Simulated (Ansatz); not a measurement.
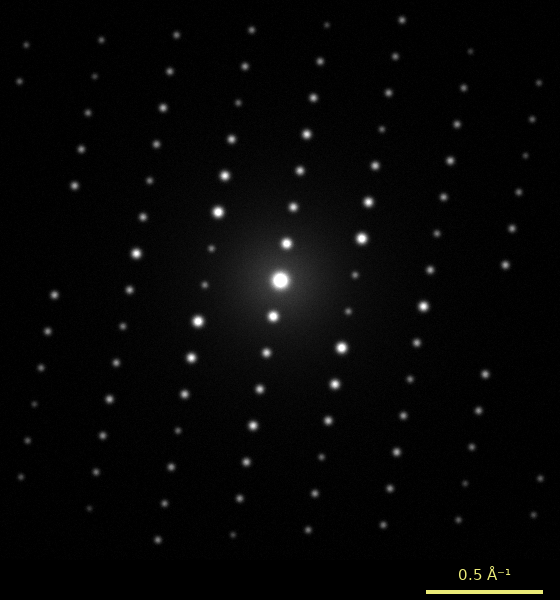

Kinematic zone-axis pattern, calculated for 80 keV electrons with B = 1 Å².

What net do the spots form, and what spacings does it show?

The spots form a centred rectangular net whose two shortest vectors correspond to d = 6.22 Å and 3.06 Å, 75.8° apart.

What is the point symmetry of the pattern, intensities included?

2mm.

What was simulated?

This cannot be fixed from one zone alone; the pattern is [100] of NaScCu, space group I4mm (No. 107), a = 3.16 Å, c = 12.44 Å. The net vectors are 0 0 2 and 0 1 1. Structure: the end point of a relaxation with DFT LDA, scalar-relativistic, plane waves, PAW (Ansatz); the starting structure was generated, so it need not be a known form of this composition.
